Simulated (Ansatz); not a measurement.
# Run report: Al$_{5}$H$_{3}$O$_{9}$, geometry relaxation (part 4 of 4)

The same run, continued: Al$_{5}$H$_{3}$O$_{9}$; RKS r2SCAN-D4/def2-SVP (Ansatz 0.2.0). The geometry: GFN2-xTB start.

Geometry of the input (Å):
```
Al 1.4250  0.7544  0.2206
Al -0.3448  -0.8354  1.3700
Al -1.2601  0.0822  -1.7835
Al -1.3169  1.8744  0.5641
Al 0.8192  -1.8262  -1.2184
O  -0.0699  -2.0452  0.3057
O  1.7810  -0.3652  -0.9158
O  -0.4814  -1.2158  -2.3293
O  0.4306  2.0474  0.2874
O  -1.4413  0.3688  1.4911
O  1.2960  -0.1300  1.8368
O  -2.1090  3.1501  1.2016
O  -1.9126  1.3692  -1.0733
O  1.6564  -3.1055  -1.7772
H  1.9757  -3.9203  -2.1239
H  -2.3377  4.0496  1.3621
H  1.8898  -0.2526  2.5820
```

Trajectory as extended XYZ, continued
```
17
Properties=species:S:1:pos:R:3:forces:R:3 step=42 energy=-51443.19097
Al    0.9162    1.5395    1.1490    0.0595   0.0169  -0.1287
Al    0.8285   -0.8105    0.8863    0.1255   0.0066  -0.0850
Al    0.2350    0.4838   -1.3639   -0.1560   0.0062   0.2417
Al   -1.3081    2.1681    0.1143   -0.0531   0.1115  -0.0273
Al    0.4004   -2.6103   -1.2594   -0.0346  -0.0008  -0.1230
O     0.8895   -2.4257    0.3912   -0.0629  -0.0396  -0.0111
O     1.6718    0.5400   -0.2073    0.0350   0.0171   0.0554
O     0.1736   -1.0958   -2.0198    0.0241  -0.1053  -0.0062
O     0.0090    2.9531    1.0789   -0.0193  -0.1122   0.0384
O    -0.5424    0.3515    0.7273    0.0177   0.0344  -0.0897
O     1.4708    0.2004    2.3356    0.3271  -0.0520   0.2026
O    -2.9584    2.4518    0.4201   -0.1125   0.0901   0.3036
O    -0.7422    1.8569   -1.5178    0.0304   0.0153  -0.0153
O     0.1431   -4.1299   -1.9475   -0.2432  -0.1728  -0.6481
H    -0.2047   -4.3341   -2.8365    0.3131   0.2432   0.7714
H    -3.3114    2.7642    1.2631    0.1389  -0.0988  -0.2935
H     2.3293    0.0970    2.7862   -0.3897   0.0402  -0.1852
17
Properties=species:S:1:pos:R:3:forces:R:3 step=43 energy=-51443.18372 accepted=F
Al    0.9263    1.5415    1.1276    0.0950   0.0766  -0.0484
Al    0.9649   -0.8181    0.8276    0.1979   0.0536  -0.0426
Al    0.2067    0.4934   -1.2643   -0.1698  -0.0209  -0.6212
Al   -1.3102    2.2068    0.0769   -0.1760   0.3332   0.0265
Al    0.4214   -2.6142   -1.2502   -0.0542  -0.2646  -0.0828
O     1.0461   -2.4442    0.3673   -0.1468  -0.0159  -0.1023
O     1.7621    0.5953   -0.2092   -0.0902  -0.0599   0.2491
O     0.1790   -1.0860   -1.9528    0.0729   0.1898  -0.0790
O    -0.0349    2.9247    1.1374   -0.0511  -0.2608  -0.0361
O    -0.4751    0.2992    0.5545    0.0662  -0.0306   0.5570
O     1.4392    0.2033    2.3362    0.6367  -0.0859   0.3337
O    -2.9737    2.4056    0.3863   -0.1088   0.1034   0.4272
O    -0.6915    1.9238   -1.5320    0.1154  -0.1555   0.1051
O     0.0352   -4.1135   -1.9345   -0.3274  -0.1362  -0.7070
H    -0.3940   -4.3131   -2.7943    0.5036   0.3381   0.9748
H    -3.3570    2.6612    1.2390    0.2360  -0.1134  -0.4410
H     2.2554    0.1342    2.8844   -0.7994   0.0490  -0.5129
17
Properties=species:S:1:pos:R:3:forces:R:3 step=45 energy=-51443.25459
Al    0.9186    1.5062    1.0967   -0.0587   0.1865  -0.0557
Al    0.9374   -0.8446    0.8288    0.0200  -0.0876  -0.1386
Al    0.0882    0.4493   -1.2422    0.0582   0.0495  -0.4284
Al   -1.3211    2.3025    0.0942    0.0981   0.1148   0.0031
Al    0.4087   -2.6410   -1.2601   -0.0666   0.1939  -0.1338
O     0.9685   -2.4752    0.3718    0.0133   0.1160   0.0403
O     1.7059    0.5409   -0.2443   -0.0313  -0.0404   0.1375
O     0.0867   -1.1115   -1.9617    0.0165  -0.2670   0.0498
O    -0.0010    2.9179    1.1392   -0.0253  -0.0807  -0.0352
O    -0.5035    0.2874    0.5924    0.0145  -0.1602   0.4190
O     1.4437    0.1824    2.3057    0.0914  -0.0460   0.0938
O    -2.9646    2.5321    0.4394   -0.0831   0.0545   0.0327
O    -0.7464    1.9164   -1.5019    0.0087  -0.0431   0.0167
O     0.1998   -4.1633   -1.9529    0.0363  -0.0146   0.0491
H    -0.1506   -4.3600   -2.8240   -0.0044   0.0193  -0.0276
H    -3.3153    2.8483    1.2748    0.0109   0.0066   0.0016
H     2.2450    0.1121    2.8438   -0.0986  -0.0013  -0.0244
17
Properties=species:S:1:pos:R:3:forces:R:3 step=46 energy=-51443.28857
Al    0.8729    1.4701    1.1005   -0.0578   0.0222   0.1122
Al    0.9658   -0.8722    0.8284   -0.0330  -0.0013   0.0198
Al    0.0431    0.4113   -1.2294    0.0120  -0.0078   0.0139
Al   -1.3512    2.3612    0.0891    0.0541   0.1542  -0.0252
Al    0.4257   -2.6596   -1.2762    0.0348   0.0319   0.0392
O     1.0243   -2.4907    0.3422   -0.0039   0.0113  -0.0074
O     1.6811    0.5266   -0.2492   -0.2002  -0.0148   0.0233
O     0.0330   -1.1462   -1.9581   -0.0135  -0.0046  -0.0317
O    -0.0242    2.8970    1.1436    0.0209   0.0124  -0.0185
O    -0.5125    0.2245    0.6531    0.2428  -0.1510  -0.0317
O     1.4673    0.1609    2.3117    0.0645   0.0077  -0.0437
O    -2.9815    2.6797    0.4291   -0.0504   0.0082   0.0379
O    -0.7914    1.8807   -1.4796   -0.0143  -0.0466   0.0115
O     0.2753   -4.1845   -1.9794    0.0227  -0.0102   0.0508
H    -0.0870   -4.3723   -2.8471   -0.0188  -0.0087  -0.0653
H    -3.3119    2.9983    1.2731    0.0283  -0.0050  -0.0354
H     2.2713    0.1151    2.8482   -0.0882   0.0021  -0.0495
17
Properties=species:S:1:pos:R:3:forces:R:3 step=47 energy=-51443.35367
Al    0.8050    1.4165    1.1049   -0.1069  -0.1510   0.1746
Al    1.0202   -0.9163    0.8213   -0.0225   0.0707   0.0811
Al   -0.0416    0.3546   -1.1849    0.0219  -0.0318   0.2295
Al   -1.3805    2.4954    0.0675    0.0137   0.1358  -0.2434
Al    0.4602   -2.6867   -1.2941    0.0548  -0.0418   0.0947
O     1.1123   -2.5198    0.3058    0.0163  -0.1374  -0.1140
O     1.6306    0.5079   -0.2589    0.0496   0.1435  -0.1654
O    -0.0397   -1.1896   -1.9424   -0.0103  -0.0330  -0.0784
O    -0.0529    2.8735    1.1663   -0.0246  -0.0502  -0.1141
O    -0.4968    0.1061    0.6962   -0.0651  -0.0870  -0.0756
O     1.4876    0.1333    2.3039    0.1422   0.0495   0.0257
O    -3.0005    2.8744    0.4196    0.1300  -0.0138  -0.0496
O    -0.8457    1.8462   -1.4514   -0.1424   0.0518   0.3551
O     0.3733   -4.2165   -2.0110    0.0281   0.1166   0.1017
H    -0.0082   -4.3897   -2.8730   -0.0386  -0.0360  -0.1120
H    -3.3068    3.1840    1.2766    0.0370   0.0090  -0.0432
H     2.2835    0.1269    2.8537   -0.0830   0.0052  -0.0668
17
Properties=species:S:1:pos:R:3:forces:R:3 step=48 energy=-51443.43807
Al    0.7230    1.3509    1.1131   -0.0437  -0.0635   0.3378
Al    1.0884   -0.9638    0.8124    0.0109   0.0556   0.0083
Al   -0.1381    0.2958   -1.1097    0.0742  -0.0671  -0.0415
Al   -1.4094    2.6404    0.0287    0.4452  -0.0911   0.0781
Al    0.4939   -2.7156   -1.3111    0.0430   0.1960   0.1174
O     1.2205   -2.5607    0.2568    0.0042   0.1368  -0.0077
O     1.5958    0.5061   -0.2702   -0.3742   0.0295   0.0169
O    -0.1124   -1.2319   -1.9141    0.0257  -0.0507   0.0318
O    -0.1018    2.8329    1.1912   -0.0903  -0.0723  -0.2130
O    -0.4989   -0.0281    0.7453    0.2190  -0.0716  -0.1137
O     1.5203    0.1070    2.3018    0.1105   0.0313  -0.0547
O    -3.0030    3.0674    0.3826   -0.2071   0.1742   0.0508
O    -0.9111    1.8159   -1.3931   -0.0280  -0.1976   0.1801
O     0.4596   -4.2365   -2.0455   -0.0182   0.0358  -0.0128
H     0.0530   -4.3921   -2.8999   -0.0357  -0.0696  -0.1103
H    -3.2916    3.3621    1.2523    0.0286   0.0245  -0.1061
H     2.3118    0.1505    2.8594   -0.1641  -0.0001  -0.1612
17
Properties=species:S:1:pos:R:3:forces:R:3 step=50 energy=-51443.57321
Al    0.6017    1.2483    1.1894   -0.0168   0.0185   0.0620
Al    1.1704   -1.0019    0.7999    0.0379  -0.0076  -0.0741
Al   -0.2231    0.1956   -1.0356    0.0617  -0.0688   0.1113
Al   -1.4585    2.6820    0.0504   -0.2311  -0.0184  -0.0606
Al    0.5792   -2.7301   -1.3381    0.0563  -0.1588  -0.0330
O     1.3992   -2.5599    0.1787    0.0174   0.0285   0.0132
O     1.4848    0.5220   -0.2626    0.0073  -0.0118   0.0297
O    -0.1518   -1.2913   -1.8902   -0.0055  -0.1213  -0.0953
O    -0.2005    2.7398    1.2489    0.0222   0.0268   0.1046
O    -0.4876   -0.2152    0.8262    0.0002  -0.0414  -0.0053
O     1.5688    0.0699    2.2882    0.1838   0.0038   0.1813
O    -2.9951    3.3738    0.2994    0.2167  -0.0081  -0.0122
O    -1.0559    1.6729   -1.2702   -0.2521   0.2429   0.0137
O     0.5562   -4.2437   -2.1039   -0.0651   0.1259  -0.0632
H     0.0962   -4.3867   -2.9375    0.0439  -0.0244   0.0602
H    -3.2611    3.7457    1.1472    0.0466   0.0209  -0.1136
H     2.3772    0.1788    2.8097   -0.1234  -0.0068  -0.1188
17
Properties=species:S:1:pos:R:3:forces:R:3 step=51 energy=-51443.62129
Al    0.5535    1.2082    1.2289    0.0764  -0.1624   0.0198
Al    1.2156   -1.0110    0.7828    0.0009   0.0600  -0.0106
Al   -0.2641    0.1588   -1.0033    0.0007  -0.0131   0.0365
Al   -1.4949    2.6811    0.0689   -0.1442   0.0344   0.0523
Al    0.6241   -2.7411   -1.3552    0.0142  -0.0188  -0.0166
O     1.4847   -2.5545    0.1386   -0.0057   0.0363  -0.0182
O     1.4471    0.5384   -0.2534   -0.0486  -0.0145   0.0436
O    -0.1549   -1.3168   -1.8864    0.0099  -0.0005   0.0329
O    -0.2603    2.6892    1.3001   -0.1127   0.0868   0.0030
O    -0.4788   -0.2915    0.8544    0.0604  -0.0139  -0.0134
O     1.5936    0.0508    2.2926    0.0496  -0.0047   0.0289
O    -2.9793    3.4913    0.2548    0.1434   0.0553   0.1378
O    -1.1452    1.6219   -1.2210   -0.0592  -0.0125   0.0132
O     0.5855   -4.2472   -2.1285   -0.0384   0.0364  -0.0714
H     0.0976   -4.3923   -2.9456    0.0455  -0.0168   0.0612
H    -3.2328    3.9267    1.0784    0.0761  -0.0533  -0.2169
H     2.4088    0.1880    2.7940   -0.0682   0.0013  -0.0822
17
Properties=species:S:1:pos:R:3:forces:R:3 step=52 energy=-51443.65880
Al    0.5101    1.1683    1.2701    0.0525  -0.1392  -0.0424
Al    1.2507   -1.0151    0.7660   -0.0211   0.0659   0.0181
Al   -0.3105    0.1234   -0.9650    0.0077  -0.0410   0.0383
Al   -1.5386    2.6623    0.0989   -0.0837   0.0981  -0.0379
Al    0.6574   -2.7441   -1.3701   -0.0026   0.0007  -0.0338
O     1.5520   -2.5426    0.1009    0.0147   0.0031  -0.0293
O     1.3999    0.5561   -0.2440   -0.0302  -0.0149   0.0256
O    -0.1704   -1.3361   -1.8692    0.0100  -0.0045   0.0322
O    -0.3249    2.6403    1.3456   -0.0452  -0.0087   0.0609
O    -0.4682   -0.3611    0.8895    0.0182   0.0036  -0.0054
O     1.6177    0.0302    2.2880    0.0367   0.0263   0.0440
O    -2.9425    3.6097    0.2035    0.0480   0.0579   0.1633
O    -1.2424    1.5552   -1.1611   -0.0415   0.0008   0.0121
O     0.6283   -4.2424   -2.1565   -0.0169   0.0059  -0.0504
H     0.1214   -4.3988   -2.9593    0.0383  -0.0073   0.0495
H    -3.1822    4.1025    0.9975    0.0603  -0.0546  -0.1847
H     2.4423    0.1921    2.7652   -0.0453   0.0079  -0.0599
17
Properties=species:S:1:pos:R:3:forces:R:3 step=54 energy=-51443.69811
Al    0.4188    1.0842    1.3317    0.0694  -0.0143  -0.0268
Al    1.2889   -1.0266    0.7455   -0.0072   0.0150  -0.0483
Al   -0.4257    0.0423   -0.8852    0.0561   0.0063  -0.0443
Al   -1.6167    2.6403    0.1593   -0.1133   0.2983  -0.0998
Al    0.7141   -2.7444   -1.4084    0.0000   0.0126  -0.0102
O     1.6686   -2.5119    0.0213   -0.0409   0.0529   0.0037
O     1.2865    0.5661   -0.2306   -0.0158  -0.0439   0.0220
O    -0.2350   -1.3867   -1.8281    0.0093  -0.0462   0.0289
O    -0.4435    2.5380    1.4433   -0.1287  -0.0010   0.0201
O    -0.4700   -0.4915    0.9570    0.0118  -0.0149   0.0275
O     1.6497    0.0098    2.2771    0.0361   0.0112   0.0497
O    -2.8457    3.8230    0.1230    0.2205  -0.2031   0.1494
O    -1.4050    1.4495   -1.0449   -0.0947   0.0097   0.1441
O     0.7483   -4.2318   -2.2167   -0.0182   0.0356  -0.0241
H     0.2059   -4.4242   -2.9870    0.0306  -0.0022   0.0248
H    -3.0328    4.4266    0.8512    0.0736  -0.1049  -0.1457
H     2.4939    0.2374    2.6916   -0.0888  -0.0112  -0.0709
17
Properties=species:S:1:pos:R:3:forces:R:3 step=55 energy=-51443.71760
Al    0.3805    1.0600    1.3533   -0.0192  -0.0555   0.0527
Al    1.2800   -1.0310    0.7473   -0.0407  -0.0160   0.0620
Al   -0.4844    0.0003   -0.8447   -0.0610  -0.0240   0.0280
Al   -1.6268    2.6396    0.1758   -0.0075   0.0111   0.0301
Al    0.7243   -2.7446   -1.4159   -0.0038  -0.0085   0.0043
O     1.6808   -2.5009    0.0089    0.0099  -0.0048  -0.0160
O     1.2238    0.5564   -0.2266    0.0381   0.0252  -0.0310
O    -0.2866   -1.4219   -1.7946   -0.0012  -0.0042  -0.0030
O    -0.4855    2.5103    1.4823   -0.0034   0.0148  -0.0118
O    -0.4828   -0.5368    1.0052    0.0589   0.0346  -0.0671
O     1.6514    0.0125    2.2740   -0.0176  -0.0019  -0.0190
O    -2.7858    3.8673    0.1018   -0.0092  -0.0028  -0.0377
O    -1.4941    1.3884   -0.9703   -0.0023  -0.0086  -0.0047
O     0.8206   -4.2065   -2.2608    0.0080   0.0049  -0.0045
H     0.2856   -4.4155   -3.0308    0.0071  -0.0017  -0.0053
H    -2.9119    4.5418    0.7726    0.0092   0.0265   0.0150
H     2.5110    0.2805    2.6225    0.0347   0.0111   0.0082
17
Properties=species:S:1:pos:R:3:forces:R:3 step=56 energy=-51443.72153
Al    0.3463    1.0334    1.3777    0.0109   0.0172   0.0025
Al    1.2743   -1.0396    0.7527    0.0118   0.0103  -0.0135
Al   -0.5421   -0.0389   -0.8050   -0.0112   0.0064   0.0090
Al   -1.6500    2.6338    0.1983   -0.0521  -0.0037   0.0054
Al    0.7292   -2.7498   -1.4191   -0.0194   0.0253  -0.0514
O     1.6963   -2.4957   -0.0030   -0.0197   0.0060   0.0063
O     1.1716    0.5479   -0.2218   -0.0200  -0.0001   0.0075
O    -0.3328   -1.4542   -1.7642    0.0295  -0.0609   0.0291
O    -0.5208    2.4847    1.5148    0.0046  -0.0234  -0.0419
O    -0.4906   -0.5771    1.0412    0.0224   0.0113   0.0089
O     1.6641    0.0146    2.2690    0.1081   0.0369   0.0356
O    -2.7380    3.9254    0.0740    0.0267   0.1456   0.1485
O    -1.5704    1.3389   -0.9099    0.0075   0.0663   0.0552
O     0.8854   -4.1864   -2.3010   -0.0115   0.0448   0.0272
H     0.3581   -4.4055   -3.0735    0.0078   0.0076   0.0017
H    -2.8169    4.6547    0.7019    0.0501  -0.2398  -0.1814
H     2.5365    0.3139    2.5682   -0.1455  -0.0498  -0.0489
17
Properties=species:S:1:pos:R:3:forces:R:3 step=57 energy=-51443.72420
Al    0.3470    1.0334    1.3789    0.0171   0.0131  -0.0009
Al    1.2740   -1.0399    0.7542    0.0036   0.0049  -0.0216
Al   -0.5534   -0.0455   -0.7948    0.0087   0.0009  -0.0013
Al   -1.6573    2.6275    0.2037    0.0465  -0.0249   0.0233
Al    0.7293   -2.7467   -1.4202   -0.0050   0.0226   0.0127
O     1.6946   -2.4959   -0.0024   -0.0055   0.0145   0.0047
O     1.1644    0.5459   -0.2234   -0.0159  -0.0132   0.0174
O    -0.3451   -1.4616   -1.7531   -0.0036  -0.0033   0.0111
O    -0.5199    2.4839    1.5141   -0.0236  -0.0063  -0.0273
O    -0.4892   -0.5781    1.0506   -0.0117  -0.0022   0.0040
O     1.6656    0.0150    2.2684    0.0428   0.0169   0.0063
O    -2.7295    3.9259    0.0664   -0.0208   0.0563   0.0185
O    -1.5818    1.3315   -0.8996   -0.0083   0.0102   0.0210
O     0.8934   -4.1758   -2.3079   -0.0021  -0.0139  -0.0178
H     0.3686   -4.3931   -3.0826    0.0082   0.0024  -0.0001
H    -2.7978    4.6597    0.6837    0.0182  -0.0611  -0.0382
H     2.5370    0.3139    2.5641   -0.0487  -0.0168  -0.0118
17
Properties=species:S:1:pos:R:3:forces:R:3 step=59 energy=-51443.72600
Al    0.3415    1.0298    1.3883   -0.0062  -0.0055  -0.0081
Al    1.2662   -1.0422    0.7576   -0.0013   0.0001   0.0118
Al   -0.6003   -0.0743   -0.7575    0.0083  -0.0004  -0.0033
Al   -1.6665    2.6186    0.2111   -0.0070   0.0025  -0.0222
Al    0.7218   -2.7505   -1.4149   -0.0048  -0.0035  -0.0108
O     1.6902   -2.4959    0.0000    0.0023  -0.0029  -0.0021
O     1.1261    0.5343   -0.2265   -0.0086  -0.0055   0.0032
O    -0.3947   -1.4929   -1.7123    0.0033  -0.0126   0.0045
O    -0.5255    2.4805    1.5162   -0.0024   0.0067   0.0073
O    -0.4945   -0.5895    1.0897    0.0093   0.0068  -0.0084
O     1.6796    0.0249    2.2587    0.0020  -0.0029  -0.0016
O    -2.6969    3.9482    0.0350    0.0058   0.0273   0.0372
O    -1.6366    1.2959   -0.8615    0.0009   0.0080   0.0172
O     0.9363   -4.1484   -2.3428   -0.0030   0.0154   0.0075
H     0.4287   -4.3581   -3.1310    0.0016   0.0032   0.0022
H    -2.7260    4.6958    0.6384    0.0020  -0.0364  -0.0311
H     2.5507    0.3236    2.5515   -0.0021  -0.0004  -0.0035
17
Properties=species:S:1:pos:R:3:forces:R:3 step=60 energy=-51443.72609
Al    0.3379    1.0274    1.3906   -0.0024   0.0024  -0.0058
Al    1.2631   -1.0448    0.7612    0.0031   0.0005  -0.0011
Al   -0.6113   -0.0821   -0.7486    0.0078  -0.0042  -0.0010
Al   -1.6657    2.6194    0.2101   -0.0144  -0.0135   0.0137
Al    0.7192   -2.7519   -1.4125    0.0056   0.0088   0.0050
O     1.6887   -2.4973    0.0018   -0.0037   0.0005   0.0019
O     1.1165    0.5293   -0.2261   -0.0054   0.0012  -0.0092
O    -0.4083   -1.5027   -1.7009   -0.0030   0.0013  -0.0013
O    -0.5272    2.4795    1.5178    0.0035   0.0091  -0.0075
O    -0.4964   -0.5931    1.0984   -0.0015  -0.0046   0.0120
O     1.6826    0.0266    2.2567   -0.0063  -0.0050   0.0027
O    -2.6894    3.9530    0.0297    0.0081   0.0005  -0.0009
O    -1.6490    1.2873   -0.8503    0.0108   0.0057  -0.0027
O     0.9482   -4.1387   -2.3517   -0.0016  -0.0077  -0.0067
H     0.4450   -4.3460   -3.1432    0.0009   0.0012   0.0017
H    -2.7092    4.7059    0.6253   -0.0017   0.0027   0.0006
H     2.5553    0.3282    2.5417    0.0003   0.0011  -0.0014
```

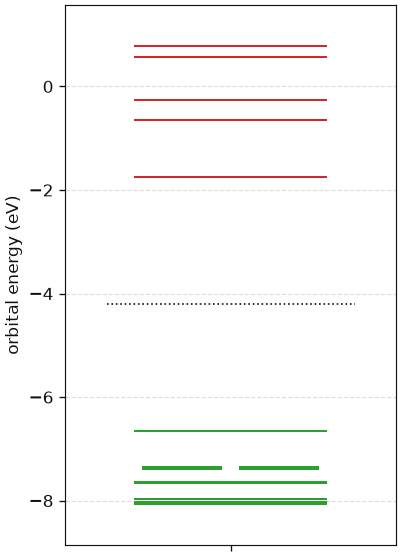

*Orbital energies near the frontier; the dotted line parts filled from empty levels, and levels within 0.02 eV of each other stand side by side.*

Highest filled −6.65 eV, lowest empty −1.74 eV, 4.91 eV apart.

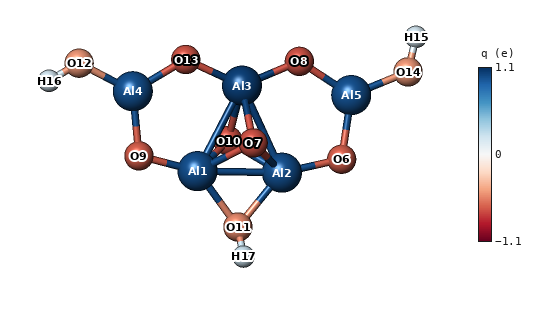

*Mulliken charges, as the colour of each atom (ball-and-stick view, seen at a tilt; atoms are numbered from 1 in the order of the input).*

By element: Al +0.96 to +1.02, O −0.70 to −0.48 and H +0.20 to +0.24 e.

Results in brief

```csv
quantity,value
outcome,converged
total energy,−51443.7261 eV
mean-field energy,−51443.5358 eV
dispersion energy,−0.1903 eV
HOMO,−6.65 eV
LUMO,−1.74 eV
largest force (length of the vector) at the end,0.024 eV/Å
dipole moment,4.34 D
hardware,"4 threads of Arm Neoverse V1, 23 GiB of memory available, shared host"
wall time,8.2 min (CPU time 32 min)
peak memory,0.49 GiB
```
